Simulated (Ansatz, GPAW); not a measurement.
# A 2-layer slab of V(111): work function by functional and basis, part 2 of 3

Aim: the work function of both faces of a 2-layer slab of V(111), and its spread over functionals and bases.

GPAW 26.7.0 and Ansatz 0.2.0; GPAW, PAW setups; slab in vacuum (the session's first sound run).

So far, upper work function (eV): step 2 (relaxing the atoms, PBE, GPAW) 3.90; step 3 (plane waves, PBE) 3.90; step 4 (self-consistent run: xc = "LDA") 4.15; step 5 (OptPBE vdW: xc = "optPBE-vdW", GPAW, PAW setups, GPAW) 4.04.

**6. Self-consistent run: xc = "revPBE"**

The same geometry under revPBE, to see how far the functional moves the levels against the vacuum.

File run.py:

```python
import json
import numpy as np
from ase import Atoms
from gpaw import GPAW, PW

slab = Atoms(
    ['V', 'V'],
    positions=[
        [4.27092, 2.46582, 8.00000],
        [0.00000, -0.00000, 8.72278]],
    cell=[[4.27092, 0.0, 0.0], [2.13546, 3.69873, 0.0], [0.0, 0.0, 16.8718]],
    pbc=[True, True, False])

slab.calc = GPAW(mode=PW(400), xc='revPBE', kpts={'size': (9, 9, 1), 'gamma': True},
                 occupations={'name': 'fermi-dirac', 'width': 0.1}, nbands='160%',
                 convergence={'density': 1e-05}, maxiter=200,
                 poissonsolver={'dipolelayer': 'xy'},
                 symmetry={'tolerance': 1e-3}, txt='slab.txt')
result = {}
energy = slab.get_potential_energy()
fermi = slab.calc.get_fermi_level()
v = slab.calc.get_electrostatic_potential().mean((0, 1)) - fermi
n = slab.calc.get_pseudo_density().mean((0, 1))
L = slab.cell[2, 2]
z = np.arange(len(v)) * L / len(v)
low, high = slab.positions[:, 2].min(), slab.positions[:, 2].max()
below, above = np.interp([low - 5.8, high + 5.8], z, v)
slopes = [np.interp(x, z, np.gradient(v, z)) for x in (low - 5.8, high + 5.8)]
eps = np.array([[slab.calc.get_eigenvalues(k, s) for k in range(len(slab.calc.get_ibz_k_points()))]
                for s in range(slab.calc.get_number_of_spins())]) - fermi
top, bottom = eps[eps < 0].max(), eps[eps > 0].min()
dipole = slab.get_dipole_moment()[2]
print(f'energy {energy:.4f} eV, Fermi level {fermi:.4f} eV, dipole {dipole:.5f} e A')
print(f'potential 5.8 A off the faces, from the Fermi level: lower {below:.4f} eV, upper {above:.4f} eV')
print(f'slope of the potential there: lower {slopes[0]:.5f}, upper {slopes[1]:.5f} eV/A')
print(f'nearest levels on the mesh: {top:.4f} and {bottom:.4f} eV')
print('magnetic moment', round(slab.get_magnetic_moment(), 3))
result.update(energy=energy, fermi=fermi, dipole=dipole, below=below, above=above, slopes=slopes, edges=[top, bottom],
              z=z.tolist(), v=v.tolist(), n=n.tolist(), positions=slab.positions.tolist(),
              forces=slab.get_forces(apply_constraint=False).tolist(), moments=slab.get_magnetic_moments().tolist())
json.dump(result, open('result.json', 'w'))
```

Command:

```console
$ OMP_NUM_THREADS=1 OPENBLAS_NUM_THREADS=1 python run.py
```

Log:

```text
energy -9.4824 eV, Fermi level -2.2646 eV, dipole -0.00001 e A
potential 5.8 A off the faces, from the Fermi level: lower 3.7809 eV, upper 3.7810 eV
slope of the potential there: lower -0.00010, upper 0.00011 eV/A
nearest levels on the mesh: -0.0068 and 0.0636 eV
magnetic moment 0.0
```

Run time: 19 s. Hardware: 1 thread of Intel Xeon Platinum 8488C (Sapphire Rapids), shared host; peak memory 0.2 GiB.

This step gave:

```
dipole along the normal                    : -8.83e-6 e·Å
levels nearest the Fermi level on the mesh : -0.006756, 0.06357 eV from the Fermi level
upper work function                        : 3.781 eV
lower work function                        : 3.781 eV
```

Electrostatic potential energy of an electron (without an applied field's), less the Fermi level, planar mean against z:

```
z (Å)  electrostatic potential energy of an electron (without an applied field's), less the Fermi level, planar mean (eV)
    0                                                                                                                3.78
    1                                                                                                                3.78
    2                                                                                                                3.78
    3                                                                                                                3.78
    4                                                                                                                3.78
    5                                                                                                                3.76
    6                                                                                                                3.55
    7                                                                                                                1.63
    8                                                                                                               -9.09
    9                                                                                                               -5.79
   10                                                                                                                2.61
   11                                                                                                                3.65
   12                                                                                                                3.77
   13                                                                                                                3.78
   14                                                                                                                3.78
   15                                                                                                                3.78
   16                                                                                                                3.78
```

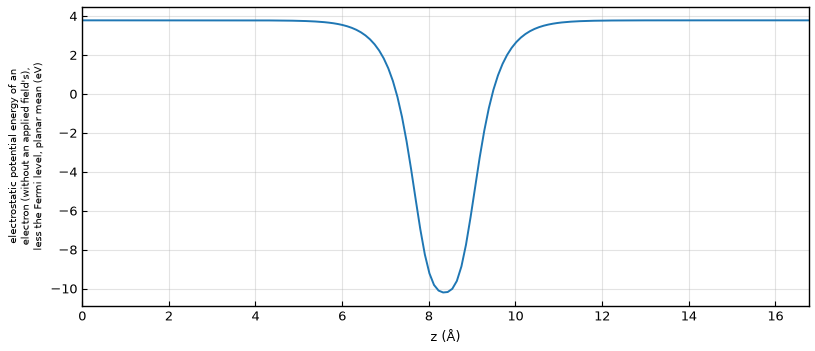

Electrostatic potential energy of an electron (without an applied field's), less the Fermi level, planar mean, plotted against z.

The upper face's work function is 3.781 eV, against 3.900 eV in the first plane-wave PBE run at this geometry.

**7. Real-space grid: mode = "fd"**

A real-space grid is a second complete basis, so it checks the plane-wave result.

run.py, as its differences from that of step 6:

```diff
@@ -3,3 +3,3 @@
 from ase import Atoms
-from gpaw import GPAW, PW
+from gpaw import GPAW
 
@@ -13,3 +13,3 @@
 
-slab.calc = GPAW(mode=PW(400), xc='revPBE', kpts={'size': (9, 9, 1), 'gamma': True},
+slab.calc = GPAW(mode='fd', h=0.18, xc='PBE', kpts={'size': (9, 9, 1), 'gamma': True},
                  occupations={'name': 'fermi-dirac', 'width': 0.1}, nbands='160%',
```

Log:

```text
energy -10.0071 eV, Fermi level -3.8992 eV, dipole -0.00002 e A
potential 5.8 A off the faces, from the Fermi level: lower 3.8991 eV, upper 3.8992 eV
slope of the potential there: lower -0.00009, upper 0.00009 eV/A
nearest levels on the mesh: -0.0050 and 0.0029 eV
magnetic moment 0.0
```

The job ended after 85 s (1 thread; peak memory 0.43 GiB).

Numbers from this step:

```yaml
dipole_along_the_normal: -2.31e-5 e·Å
levels_nearest_the_fermi_level_on_the_mesh: -0.005034, 0.002898 eV from the Fermi level
upper_work_function: 3.899 eV
lower_work_function: 3.899 eV
```

The electrostatic potential energy of an electron (without an applied field's), less the Fermi level, planar mean by z:

```
z (Å)  electrostatic potential energy of an electron (without an applied field's), less the Fermi level, planar mean (eV)
    0                                                                                                                3.90
    2                                                                                                                3.90
    4                                                                                                                3.90
    6                                                                                                                3.66
    8                                                                                                               -9.00
   10                                                                                                                2.72
   12                                                                                                                3.89
   14                                                                                                                3.90
   16                                                                                                                3.90
```

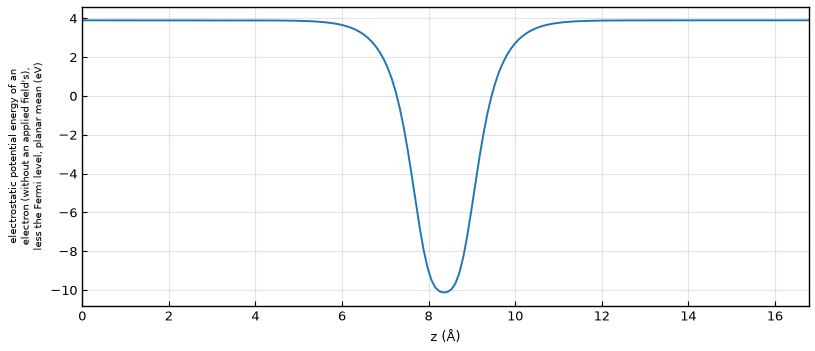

Electrostatic potential energy of an electron (without an applied field's), less the Fermi level, planar mean, plotted against z.

The upper face's work function is 3.899 eV, against 3.900 eV in the first plane-wave PBE run at this geometry.

**8. Atomic orbitals: mode = "lcao"**

Atom-centred orbitals end a few angstrom from the surface, which tests how much the density's tail matters.

run.py, as its differences from that of step 7:

```diff
@@ -13,4 +13,4 @@
 
-slab.calc = GPAW(mode='fd', h=0.18, xc='PBE', kpts={'size': (9, 9, 1), 'gamma': True},
-                 occupations={'name': 'fermi-dirac', 'width': 0.1}, nbands='160%',
+slab.calc = GPAW(mode='lcao', basis='dzp', h=0.18, xc='PBE', kpts={'size': (9, 9, 1), 'gamma': True},
+                 occupations={'name': 'fermi-dirac', 'width': 0.1}, nbands='120%',
                  convergence={'density': 1e-05}, maxiter=200,
```

Log:

```text
energy -9.3648 eV, Fermi level -3.8665 eV, dipole -0.00001 e A
potential 5.8 A off the faces, from the Fermi level: lower 3.8665 eV, upper 3.8665 eV
slope of the potential there: lower -0.00000, upper 0.00000 eV/A
nearest levels on the mesh: -0.0157 and 0.0006 eV
magnetic moment 0.0
```

The job ended after 60 s (1 thread; peak memory 0.26 GiB).

Numbers from this step:

```yaml
dipole_along_the_normal: -9.94e-6 e·Å
levels_nearest_the_fermi_level_on_the_mesh: -0.01573, 5.85e-4 eV from the Fermi level
upper_work_function: 3.866 eV
lower_work_function: 3.867 eV
```

Electrostatic potential energy of an electron (without an applied field's), less the Fermi level, planar mean against z:

```
z (Å)  electrostatic potential energy of an electron (without an applied field's), less the Fermi level, planar mean (eV)
    0                                                                                                                3.87
    1                                                                                                                3.87
    2                                                                                                                3.87
    3                                                                                                                3.87
    4                                                                                                                3.87
    5                                                                                                                3.84
    6                                                                                                                3.61
    7                                                                                                                1.66
    8                                                                                                               -9.09
    9                                                                                                               -5.80
   10                                                                                                                2.65
   11                                                                                                                3.72
   12                                                                                                                3.85
   13                                                                                                                3.87
   14                                                                                                                3.87
   15                                                                                                                3.87
   16                                                                                                                3.87
```

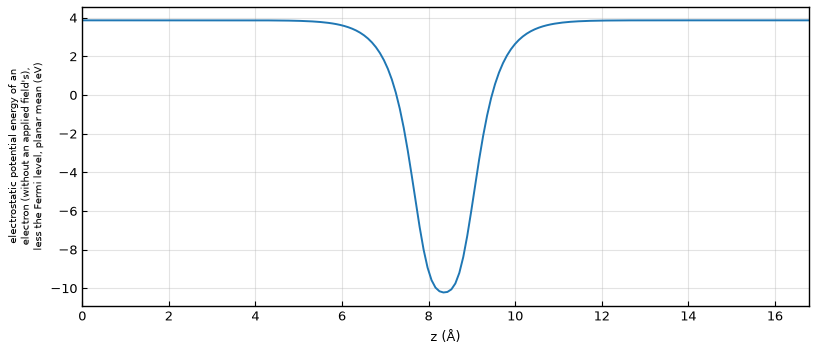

Electrostatic potential energy of an electron (without an applied field's), less the Fermi level, planar mean against z.

The upper face's work function is 3.866 eV, against 3.900 eV in the first plane-wave PBE run at this geometry.

**9. Cost and result by level**

Times are for 1 thread of Intel Xeon Platinum 8488C (Sapphire Rapids), shared host. The series side by side:

```
no.         run  upper work function (eV)  time  memory (GiB)
  1          pw                     3.900  19 s           0.2
  2         LDA                     4.146  17 s          0.19
  3  optPBE vdW                     4.042  37 s          0.37
  4      revPBE                     3.781  19 s           0.2
  5          fd                     3.899  85 s          0.43
  6        lcao                     3.866  60 s          0.26
```

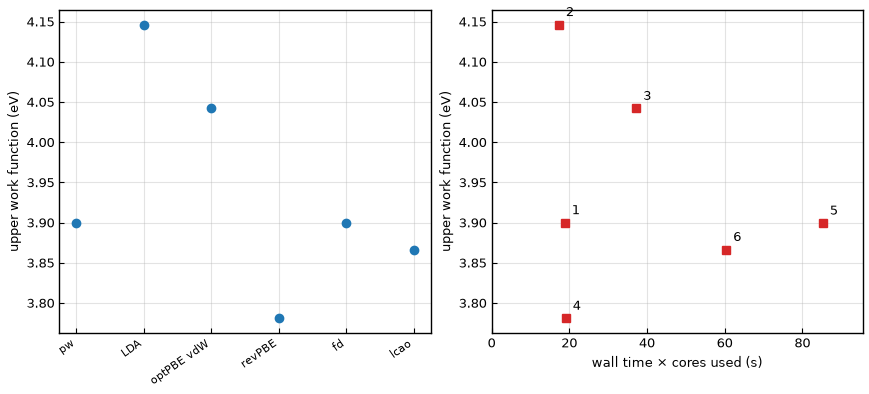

The series as plots; the last panel sets the first result against cost, with the runs numbered as in the table.

(Continued in part 3 of 3.)

[Logs are printed without paths, hosts, clocks, repeated set-up lines and the standing remarks that a program may print on its own settings, such as how far it seeks lower states.]

[Hosts, paths, dates, database ids (printed as entryN), source tags and the programs' standing remarks are cut or masked in the printed files.]
